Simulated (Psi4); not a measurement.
# [HO2]− (hydroperoxide(1-)) at 6 levels

Aim: a comparison of 6 runs (HF/3-21G, B3LYP/6-31G*, B3LYP/cc-pVDZ, PW91/aug-cc-pVDZ, MP2/aug-cc-pVDZ, MP4/DZP) of [HO2]− (hydroperoxide(1-)). 

Program for the calculation: Psi4 1.11.

4 further runs of the same task are left out: 1 that didn't finish, 3 set aside as unsound or not needed.

## (1) The molecule

The species is [HO2]− (3 atoms), meant as a singlet with charge -1. SMILES: `[O-]O`. The coordinates come from a GFN2-xTB relaxation.

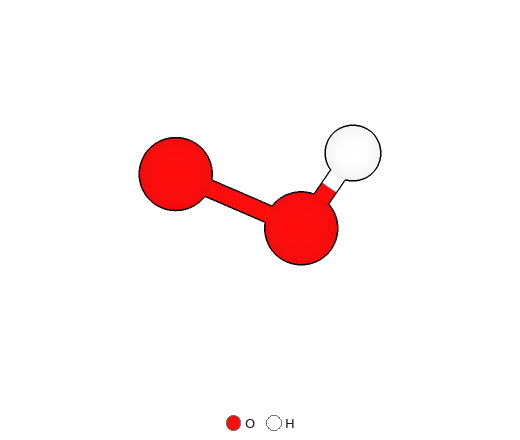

Viewed from a chosen angle; oxygen red, hydrogen white.

## (2) Energy and gradient at HF/3-21G (run 1)

ho2.xyz reads:

```xyz
3
HO2
O     -0.355040     1.013280    -0.080710
O     -0.244450    -0.436620    -0.180910
H      0.599490    -0.576670     0.261620
```

run.py reads:

```python
import numpy as np
from ase.calculators.psi4 import Psi4
from ase.io import read

atoms = read('ho2.xyz')
calc = Psi4(atoms=atoms, method='hf', basis='3-21G', memory='1600MB', num_threads=1, charge=-1, multiplicity=1, label='ho2')
calc.psi4.set_options({'puream': True, 'e_convergence': 1e-09, 'd_convergence': 1e-08, 'scf_type': 'pk'})
atoms.calc = calc

forces = atoms.get_forces()
print(f'energy: {atoms.get_potential_energy():.6f} eV')
print('forces / eV A^-1')
print(np.round(forces, 5))
```

Run with:

```
python run.py
```

ho2.dat:

```text
[...]
  Running in c1 symmetry.
[...]
  Nuclear repulsion =   29.875865342683984
[...]
  Multiplicity = 1
[...]
  Nalpha       = 9
  Nbeta        = 9
[...]
    Number of basis functions: 20
[...]
   @RHF iter   1:  -149.19807640763543   -9.17283e-01   2.16741e-02 DIIS/ADIIS
[...]
   @RHF iter  12:  -149.28982999692923   -6.53699e-13   9.69877e-09 DIIS
[...]
  @RHF Final Energy:  -149.28982999692923
   => Energetics <=
    Nuclear Repulsion Energy =             29.8758653426839835
    One-Electron Energy =                -273.0133316162446135
    Two-Electron Energy =                  93.8476362766313912
    Total Energy =                       -149.2898299969292282
[...]
 Multipole Moments:
 ------------------------------------------------------------------------------------
     Multipole            Electronic (a.u.)      Nuclear  (a.u.)        Total (a.u.)
 ------------------------------------------------------------------------------------
 L = 1.  Multiply by 2.5417464519 to convert [e a0] to [Debye]
 Dipole X            :         -0.2229939            0.8169941            0.5940002
 Dipole Y            :          0.2254435           -0.7858901           -0.5604466
 Dipole Z            :         -0.0961067            0.3565397            0.2604331
 Magnitude           :                                                    0.8571826
[...]
  -Total Gradient:
     Atom            X                  Y                   Z
    ------   -----------------  -----------------  -----------------
       1        0.007367038570    -0.058766004017    -0.002495684438
       2        0.001895872473     0.052272862779     0.006805155425
       3       -0.009262911043     0.006493141237    -0.004309470987
[...]
```

Standard output:

```text
energy: -4062.383194 eV
forces / eV A^-1
[[-0.37883  3.02187  0.12833]
 [-0.09749 -2.68798 -0.34994]
 [ 0.47632 -0.33389  0.2216 ]]
```

It took 2 s on 1 thread of Intel Xeon Platinum 8375C at 2.90GHz (Ice Lake), shared host; peak memory 0.19 GiB.

## (3) Energy and gradient at B3LYP/6-31G(d) (Cartesian functions) (run 2)

ho2.inp reads:

```
memory 1.6 GB

molecule {
  -1 1
  O     -0.355040     1.013280    -0.080710
  O     -0.244450    -0.436620    -0.180910
  H      0.599490    -0.576670     0.261620
  symmetry c1
  no_reorient
  no_com
}

set globals {
  basis 6-31G*
  puream false
  e_convergence 1e-09
  d_convergence 1e-08
  scf_type pk
  dft_radial_points 99
  dft_spherical_points 590
}

E, wfn = gradient('b3lyp', return_wfn=True)
oeprop(wfn, 'MAYER_INDICES', 'DIPOLE', 'QUADRUPOLE')
```

Run with:

```
psi4 -n 1 ho2.inp ho2.out
```

ho2.out:

```text
[...]
  Running in c1 symmetry.
[...]
  Nuclear repulsion =   29.875865342683984
[...]
  Multiplicity = 1
[...]
  Nalpha       = 9
  Nbeta        = 9
[...]
    Number of basis functions: 32
[...]
   @RKS iter   1:  -150.69733803407115   -3.74286e-01   2.12811e-02 ADIIS/DIIS
[...]
   @RKS iter  12:  -150.88511226871773   -4.54747e-13   1.67311e-09 DIIS
[...]
    Orbital Energies [Eh]
    ---------------------
    Doubly Occupied:
       1A    -18.860852     2A    -18.747853     3A     -0.724444
       4A     -0.451839     5A     -0.161617     6A     -0.059153
       7A     -0.034273     8A      0.124164     9A      0.149150
[...]
  @RKS Final Energy:  -150.88511226871773
   => Energetics <=
    Nuclear Repulsion Energy =             29.8758653426839835
    One-Electron Energy =                -273.6512014387927252
    Two-Electron Energy =                 107.2862529929499829
    DFT Exchange-Correlation Energy =     -14.3960291655589501
    Empirical Dispersion Energy =           0.0000000000000000
    VV10 Nonlocal Energy =                  0.0000000000000000
    Total Energy =                       -150.8851122687177053
[...]
  -Total Gradient:
     Atom            X                  Y                   Z
    ------   -----------------  -----------------  -----------------
       1        0.003106820585    -0.030211172876    -0.001652331030
       2        0.005878574132     0.027340926762     0.006211531922
       3       -0.008985321304     0.002870193532    -0.004559166861
[...]
```

Run time: 6 s. Hardware: 1 thread of Intel Xeon Platinum 8375C at 2.90GHz (Ice Lake), shared host; peak memory 0.36 GiB.

Runs 3 to 5 aren't shown in full; the table further down has their settings and results.

## (4) Energy and forces at MP4/DZP (Cartesian functions) (run 6)

calc.in reads:

```
memory 1600 MB

molecule mol {
  -1 1
  O     -0.67092836     1.91482169    -0.15251980
  O     -0.46194355    -0.82509222    -0.34187035
  H      1.13287191    -1.08974836     0.49439015
  units bohr
  symmetry c1
}

set globals {
  basis DZP
  reference rhf
  scf_type pk
  diis false
  maxiter 60
}

gradient("mp4")
```

Run with:

```
psi4 calc.in calc.out -n 1
```

calc.out:

```text
[...]
  Running in c1 symmetry.
[...]
  Nuclear repulsion =   29.875865363804447
[...]
  Multiplicity = 1
[...]
  Nalpha       = 9
  Nbeta        = 9
[...]
    Number of basis functions: 37
[...]
   @RHF iter   1:  -150.08043236690824   -9.24232e-01   1.23494e-02 ADIIS
[...]
      * MP2 total energy:                   -150.581667398990
[...]
      * MP3 total energy:                   -150.585865983124
[...]
      * MP2 total energy:                   -150.581676845726
[...]
      * MP3 total energy:                   -150.585848902614
[...]
   @RHF iter  60:  -150.18473079334905    1.13687e-13   8.92527e-11
[...]
  @RHF Final Energy:  -150.18473079334905
   => Energetics <=
    Nuclear Repulsion Energy =             29.8898168583844352
    One-Electron Energy =                -273.3149861701298278
    Two-Electron Energy =                  93.2404385183963313
    Total Energy =                       -150.1847307933490470
[...]
 Multipole Moments:
 ------------------------------------------------------------------------------------
     Multipole            Electronic (a.u.)      Nuclear  (a.u.)        Total (a.u.)
 ------------------------------------------------------------------------------------
 L = 1.  Multiply by 2.5417464519 to convert [e a0] to [Debye]
 Dipole X            :         -0.2200631            0.8857596            0.6656965
 Dipole Y            :          0.1059213           -0.7892379           -0.6833166
 Dipole Z            :          0.0000000           -0.0000000            0.0000000
 Magnitude           :                                                    0.9539777
[...]
      * MP2 total energy:                   -150.581643783772
[...]
      * MP3 total energy:                   -150.585868948114
[...]
```

Wall time 11 s (1 thread of Intel Xeon Platinum 8375C at 2.90GHz (Ice Lake), shared host); peak memory 0.22 GiB.

## (5) The series

```csv
run,level,Cartesian functions,integration grid,energy (Eh),HOMO energy (eV),LUMO energy (eV),HOMO–LUMO gap (eV),wall time
1,HF/3-21G,no,–,-149.289830,-0.43,15.13,15.56,2 s
2,B3LYP/6-31G* (Cartesian functions),yes,99 radial × 590 angular,-150.885112,4.06,9.00,4.94,6 s
3,B3LYP/cc-pVDZ,no,99 radial × 590 angular,-150.896584,4.21,8.34,4.13,6 s
4,"PW91/aug-cc-pVDZ (sfX2C, density fitting)",no,75 radial × 302 angular,-151.030228,3.02,3.51,0.49,3.6 s
5,MP2/aug-cc-pVDZ,no,–,-150.610273,-2.82,5.10,7.92,2.7 s
6,MP4/DZP (Cartesian functions),yes,–,-150.602177,–,–,–,11 s
```

## (6) Summary of results

```
                       quantity          value
            run 6: total energy  -150.60218 Eh
      run 6: correlation energy     -417.6 mEh
run 6: largest force on an atom     1.935 eV/Å
```

Over runs 1, 2, 3, 4 the HOMO–LUMO gap runs from 0.49 eV (PW91/aug-cc-pVDZ) to 15.56 eV (HF/3-21G). The two ends differ in method and basis and Hamiltonian. The empty levels of an anion lie above zero and hang on the basis. Totals of different functionals can't be ranked against each other. In runs 2, 3, 4 the HOMO lies above zero, so the outermost electron may be held by the basis alone. All runs together took 31 s, the longest 11 s.
